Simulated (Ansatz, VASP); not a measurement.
# PtSe2: VASP beside Ansatz, part 2 of 2

Aim: how closely do two programs agree when they are given the same cell, functional and k mesh? Of the first pair: The structure shown is the end of the VASP relaxation below. Valence electrons are named where the data sets of a main pair hold unlike numbers.

VASP 6.6.1 and Ansatz 0.2.0.

So far: The starting structure; VASP: relaxation, PBE with D3(BJ); Ansatz: single point, PBE with D3(BJ); Comparison.

**5. VASP: band structure, PBE with D3(BJ)**

Level of this step: PBE with D3(BJ); plane waves and PAW (Se, Pt) (VASP).

Levels along a path test the potential and the projectors away from the mesh points.

Contents of INCAR:

```
SYSTEM = PtSe2
PREC = Normal
ENCUT = 300
EDIFF = 1E-06
NELM = 120
ISMEAR = 0
SIGMA = 0.05
LREAL = .FALSE.
ALGO = Fast
GGA = PE
IVDW = 12
NBANDS = 24
LASPH = .TRUE.
LORBIT = 11
LWAVE = .FALSE.
LCHARG = .TRUE.
IDIPOL = 3
LDIPOL = .TRUE.
DIPOL = 0.5 0.5 0.5
LVHAR = .TRUE.
LVACPOTAV = .TRUE.
LELF = .TRUE.
NEDOS = 1500
```

Contents of POSCAR:

```
PtSe2
1.0
    3.7240000000      0.0000000000      0.0000000000
   -1.8620000000      3.2250786040      0.0000000000
    0.0000000000      0.0000000000     17.5310000000
Se Pt
2 1
Direct
    0.3333333330      0.6666666670      0.5748992820
    0.6666666670      0.3333333330      0.4251007180
    0.0000000000      0.0000000000      0.5000000000
```

Contents of KPOINTS:

```
Automatic mesh
0
Gamma
9 9 1
0 0 0
```

Contents of KPOINTS_OPT:

```
Line mode
14
Line-mode
Reciprocal
  0.00000000   0.00000000   0.00000000 GAMMA
  0.50000000   0.00000000   0.00000000 M

  0.50000000   0.00000000   0.00000000 M
  0.33333333   0.33333333   0.00000000 K

  0.33333333   0.33333333   0.00000000 K
  0.00000000   0.00000000   0.00000000 GAMMA
```

Potentials, in the order of the species: Se and Pt (PBE family, release 64).

The run is started by

```console
> mpirun -np 2 vasp_std
```

Numbers of over 12 decimals in the logs are rounded to 6 here.

What it wrote:

```text
[banner, memory and clock lines left out]
running    2 mpi-ranks, on    1 nodes
[...]
LDA part: xc-table for (Slater+PW92), standard interpolation
 POSCAR, INCAR and KPOINTS ok, starting setup
[...]
entering main loop
       N       E                     dE             d eps       ncg     rms          rms(c)
DAV:   1     0.111176476332E+03    0.11118E+03   -0.57170E+03   576   0.447E+02
DAV:   2    -0.619082114446E+01   -0.11737E+03   -0.11070E+03   776   0.122E+02
DAV:   3    -0.150230052649E+02   -0.88322E+01   -0.87545E+01   752   0.370E+01
DAV:   4    -0.151435920079E+02   -0.12059E+00   -0.12056E+00   664   0.486E+00
[...]
RMM:  19    -0.142986166201E+02   -0.30381E-05   -0.19131E-08   558   0.837E-04    0.481E-04
RMM:  20    -0.142986185109E+02   -0.18908E-05   -0.19703E-08   540   0.820E-04    0.415E-04
RMM:  21    -0.142986187227E+02   -0.21181E-06   -0.27736E-09   494   0.709E-04
|                                                                             |
[...]
|                                                                             |

   1 F= -.15189620E+02 E0= -.15189620E+02  d E =-.115076E-10
 Start KPOINTS_OPT (optional k-point list driver)
k-point batch [1-12\42]
       N       E                     dE             ncg
DAV:   1    -0.376939091350E+03   -0.27715E+04      584
DAV:   2    -0.175821719259E+04   -0.13813E+04      784
DAV:   3    -0.186372834432E+04   -0.10551E+03      704
DAV:   4    -0.186509868911E+04   -0.13703E+01      704
DAV:   5    -0.186512695336E+04   -0.28264E-01      776
DAV:   6    -0.186512777250E+04   -0.81914E-03      728
DAV:   7    -0.186512780804E+04   -0.35539E-04      784
DAV:   8    -0.186512780964E+04   -0.15950E-05      616
DAV:   9    -0.186512780971E+04   -0.76443E-07      488
[...]
k-point batch [37-42\42]
       N       E                     dE             ncg
DAV:   1     0.247647359090E+04   -0.56697E+03      288
DAV:   2     0.178877674900E+04   -0.68770E+03      368
DAV:   3     0.172959624873E+04   -0.59181E+02      376
DAV:   4     0.172886232219E+04   -0.73393E+00      328
DAV:   5     0.172884633967E+04   -0.15983E-01      432
DAV:   6     0.172884602345E+04   -0.31621E-03      376
DAV:   7     0.172884601334E+04   -0.10112E-04      440
DAV:   8     0.172884601294E+04   -0.40002E-06      296
```

From OUTCAR (step 5):

```text
 Edisp (eV)   -0.89100

  Total      -0.36126    -0.36126    -0.02752    -0.00000     0.00000     0.00000
  in kB      -2.74896    -2.74896    -0.20938    -0.00000     0.00000     0.00000
  external pressure =       -1.90 kB  Pullay stress =        0.00 kB

 POSITION                                       TOTAL-FORCE (eV/Angst)
 -----------------------------------------------------------------------------------
     -0.00000      2.15005     10.07856        -0.000000      0.000000      0.020314
      1.86200      1.07503      7.45244         0.000000     -0.000000     -0.020314
      0.00000      0.00000      8.76550        -0.000000      0.000000      0.000000
 -----------------------------------------------------------------------------------
    total drift:                               -0.000000     -0.000000     -0.000000

  FREE ENERGIE OF THE ION-ELECTRON SYSTEM (eV)
  ---------------------------------------------------
  free  energy   TOTEN  =       -15.1896196476 eV

  energy  without entropy=      -15.1896196476  energy(sigma->0) =      -15.18961965

[... 1 part as in an earlier step ...]

[... 2 further parts left out ...]
[key lines of the parts left out:]
E-fermi :  -2.2706
```

**6. Ansatz: band structure, PBE with D3(BJ)**

The same cell, functional, mesh and smearing now go to Ansatz, which takes its cutoff from its data sets.

Contents of input.yaml:

```yaml
crystal:
  lattice:
    - [3.724, 0.0, 0.0]
    - [-1.862, 3.225078604, 0.0]
    - [0.0, 0.0, 17.531]
  atoms:
    - { symbol: Se, position: [0.333333333, 0.666666667, 0.574899282] }
    - { symbol: Se, position: [0.666666667, 0.333333333, 0.425100718] }
    - { symbol: Pt, position: [0.0, 0.0, 0.5] }
hamiltonian:
  xc: pbe
  pseudopotentials: { kind: paw }
  dispersion: d3bj
kpoints:
  mp_grid: { grid: [9, 9, 1] }
  band_path:
    path:
      - [0.0, 0.0, 0.0]
      - [0.03846, 0.0, 0.0]
      - [0.07692, 0.0, 0.0]
      - [0.15385, 0.0, 0.0]
      - [0.19231, 0.0, 0.0]
      - [0.23077, 0.0, 0.0]
      - [0.26923, 0.0, 0.0]
      - [0.30769, 0.0, 0.0]
      - [0.34615, 0.0, 0.0]
      - [0.42308, 0.0, 0.0]
      - [0.46154, 0.0, 0.0]
      - [0.5, 0.0, 0.0]
      - [0.48718, 0.02564, 0.0]
      - [0.47436, 0.05128, 0.0]
      - [0.44872, 0.10256, 0.0]
      - [0.4359, 0.12821, 0.0]
      - [0.41026, 0.17949, 0.0]
      - [0.39744, 0.20513, 0.0]
      - [0.37179, 0.25641, 0.0]
      - [0.35897, 0.28205, 0.0]
      - [0.34615, 0.30769, 0.0]
      - [0.33333, 0.33333, 0.0]
      - [0.30769, 0.30769, 0.0]
      - [0.25641, 0.25641, 0.0]
      - [0.23077, 0.23077, 0.0]
      - [0.20513, 0.20513, 0.0]
      - [0.15385, 0.15385, 0.0]
      - [0.12821, 0.12821, 0.0]
      - [0.07692, 0.07692, 0.0]
      - [0.05128, 0.05128, 0.0]
      - [0.0, 0.0, 0.0]
    npoints: 1
scf:
  occupations: { method: gaussian, width: 0.05 }
  n_extra_bands: 7
efield:
  axis: 3
  dipole_correction: true
  ramp_width: 0.04
output:
  forces: true
  eigenvalues: true
  write_density: true
  write_potential: true
  elf: true
  volumetric_format: npy
```

The run is started by

```console
> ansatz run input.yaml --threads 2 --pin off --max-ram 4608MiB --backend cpu --events-out ev --progress --plain --runs-dir out
```

What it wrote:

```text
[...]
Crystal: 3 atoms, lattice volume = 210.551 Å³
Basis set: ecut = 420 eV, 4127 PW (Γ), exchange–correlation on 50×50×240 points (8 copies of the dense FFT grid, shifted against one another)
Bands: 32, of which v1, the nominal top of the filled ones, is band 25 counted from 1 (24 counted from 0)
Symmetry: 6 space group operations
[...]
k-point 1: bands = [... 21 lower, -2.1715, -0.9187, -0.6089, -0.5338, 1.6735, 2.2686, 4.4121, 4.9895, ... 3 higher]
  k-point 2: bands = [... 21 lower, -2.6733, -0.9317, -0.7597, -0.7075, 0.8568, 2.0559, 5.1143, 5.2858, ... 3 higher]
  k-point 11: bands = [... 21 lower, -3.0360, -2.7658, -1.4891, -1.4891, 1.2810, 1.2810, 5.5753, 7.6303, ... 3 higher]
[key lines of the parts left out:]
SCF converged after 8 iterations
Free energy (F): -23463.246833 eV
Fermi energy:    0.163191 eV
Dipole field:    D = 0.000007 V/Å  (p = 0.000008 e·Å, saw-weighted, corrected)
Work function:   Φ+ = 5.0019 eV   Φ− = 5.0020 eV
```

It took 14 s on 2 threads of Arm Neoverse N1, shared host; peak memory 0.44 GiB; 27 s of CPU time.

**7. Side by side**

What differs besides the data sets and the points named for the pairs above, as far as they apply: the data sets hold 50 valence electrons in Ansatz (on its default PAW (the set named soft_2) files) and 22 in VASP. Total energies have different zeros and are not compared.

The two programs side by side:

| quantity | Ansatz | VASP | difference |
| --- | --- | --- | --- |
| gap over the path points (eV) | 1.377 | 1.368 | +0.009 |

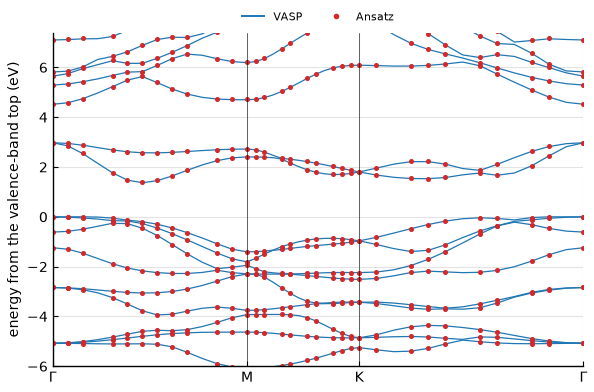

Bands from VASP (lines) and levels from Ansatz (dots). Dots without a line are higher empty bands that the VASP plot leaves out.

Levels at points of the path, from each program's valence-band top (eV; 4 filled, then empty):

| k (reciprocal lattice) | Ansatz | VASP |
| --- | --- | --- |
| 0.000 0.000 0.000 | -1.24 -0.61 0.00 0.00 2.98 2.98 4.52 | -1.24 -0.61 0.00 0.00 2.97 2.97 4.52 |
| 0.038 0.000 0.000 | -1.30 -0.58 -0.01 0.00 2.85 2.95 4.58 | -1.30 -0.58 -0.01 0.00 2.85 2.95 4.58 |
| 0.077 0.000 0.000 | -1.46 -0.50 -0.04 0.00 2.54 2.88 4.74 | -1.46 -0.50 -0.04 0.00 2.54 2.88 4.74 |
| 0.154 0.000 0.000 | -1.88 -0.26 -0.15 -0.05 1.77 2.69 5.22 | -1.89 -0.26 -0.15 -0.05 1.76 2.68 5.22 |
| 0.192 0.000 0.000 | -2.05 -0.27 -0.17 -0.13 1.48 2.61 5.48 | -2.06 -0.28 -0.17 -0.14 1.47 2.61 5.49 |
| 0.231 0.000 0.000 | -2.17 -0.46 -0.27 -0.20 1.38 2.58 5.63 | -2.17 -0.46 -0.27 -0.20 1.37 2.57 5.63 |
| 0.269 0.000 0.000 | -2.24 -0.75 -0.45 -0.30 1.46 2.57 5.39 | -2.24 -0.75 -0.46 -0.30 1.45 2.57 5.38 |
| 0.308 0.000 0.000 | -2.27 -1.12 -0.68 -0.45 1.65 2.59 5.14 | -2.28 -1.12 -0.68 -0.45 1.64 2.59 5.13 |
| 0.346 0.000 0.000 | -2.27 -1.49 -0.93 -0.64 1.88 2.62 4.94 | -2.27 -1.49 -0.93 -0.64 1.87 2.62 4.93 |
| 0.423 0.000 0.000 | -2.14 -2.08 -1.45 -1.08 2.26 2.69 4.74 | -2.15 -2.08 -1.45 -1.08 2.25 2.69 4.73 |

At this near-relaxed geometry the largest component of a force difference is 3 meV/Å. Among the levels compared at these points, filled levels agree within 4 meV and empty ones within 15 meV. With vacuum in the cell, a pressure given here is an average over mostly empty space and none of the material.

**8. What came out**

```json
{"difference in gap on the k mesh (single point, PBE with D3(BJ))": "0.0079 eV", "largest difference of a filled level at the path points (band structure, PBE with D3(BJ))": "4 meV"}
```

In words: The difference in gap on the k mesh is 0.0079 eV (single point, PBE with D3(BJ)), within the 0.08 eV picked in this series as the mark of a large difference. The data sets hold unlike numbers of valence electrons (50 in Ansatz and 22 in VASP), so part of the differences comes from the potentials. Such differences can come from data sets, numerical settings and the points named under the comparisons, not from the functional's error against experiment.

[Lines on the potential files, build, host, timing and source positions are cut from VASP's logs without a mark.]

[Logs are printed without paths, hosts, clocks, repeated set-up lines and the standing remarks that a program may print on its own settings, such as how far it seeks lower states.]

[Hosts, paths, dates, database ids (printed as entryN), source tags and the programs' standing remarks are cut or masked in the printed files.]
